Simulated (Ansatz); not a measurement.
# CH₈NSi₂ (charge +1): what the fields show

```xyz
12

C    -1.6495   -1.6340    0.7754
N    -0.6281    0.7767    0.3073
Si   -0.5887   -0.9108   -0.6039
Si   -1.7091    0.0101    1.6941
H    -1.1599   -2.4439    1.3386
H    -2.6342   -1.9957    0.4403
H     0.8315   -1.3139   -0.6569
H    -1.2332   -0.6831   -1.9135
H    -1.0658    1.5463   -0.2145
H     0.2872    1.1318    0.6113
H    -0.9213    0.1268    2.9384
H    -2.9840    0.7561    1.6778
```

Geometry: B3LYP-D3(BJ)/def2-SVP.

Level of theory: isolated molecule in a Gaussian basis; Kohn-Sham density functional theory, functional PBE0 in Ansatz.

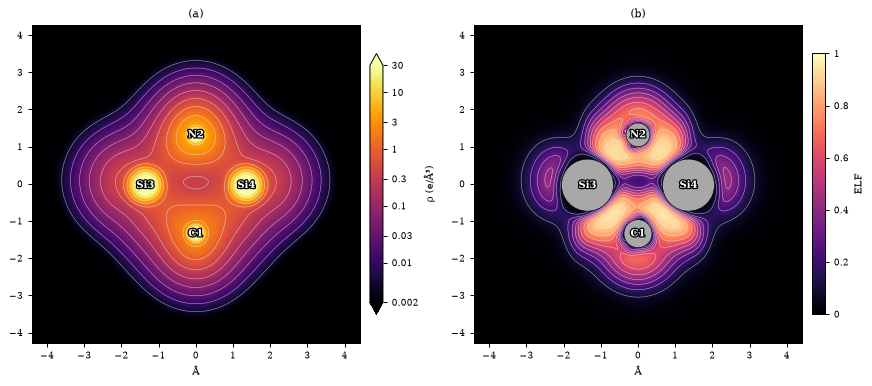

Figure 1. (a) electron density; (b) ELF on the plane of atoms C1, Si3 and N2. Grey discs cover the atomic cores in the ELF map.

Interpret the plot.

Answer. Atoms in the plane: C, N and Si. C–Si (1.88 Å): ρ is about 0.94 e/Å³ halfway; the ELF peaks at about 0.95 between the atoms: a covalent bond. Si–N (1.92 Å): ρ at the midpoint is about 0.78 e/Å³; the ELF peaks at about 0.95 between the atoms (a polar covalent bond).

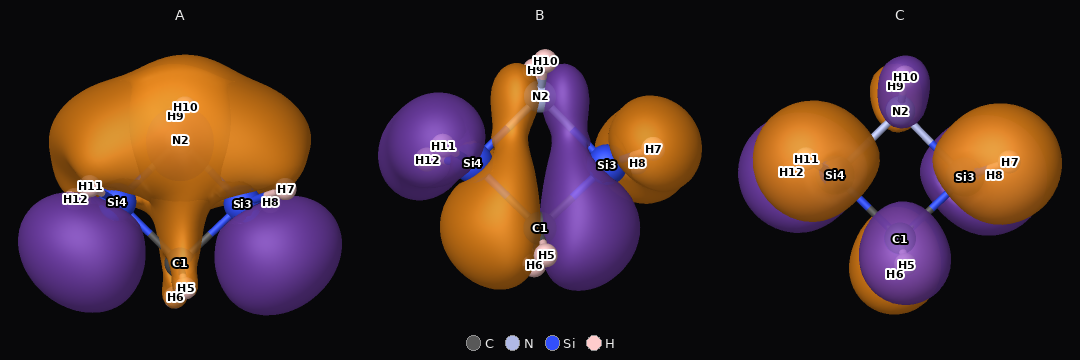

Figure 2. Three frontier orbitals at ±0.06 Å⁻³ᐟ² (orange and purple are the two phases), in no order.

Which picture is the HOMO−1, the HOMO and the LUMO?

Answer. C is the HOMO−1 (−14.52 eV). Its weight (Hirshfeld) is mainly on Si4 (about 15 %), Si3 (about 15 %), H7 (about 10 %), H8 (about 10 %), H11 (about 10 %) and H12 (about 10 %). B is the HOMO (−13.52 eV). Its weight (Hirshfeld) is mainly on C1 (about 35 %), Si3 (about 20 %) and Si4 (about 20 %). A is the LUMO (−5.74 eV). By Hirshfeld shares it lies mainly on Si4 (about 30 %), Si3 (about 30 %) and N2 (about 10 %).

What is the HOMO–LUMO gap?

Answer. 7.78 eV between the orbital energies.
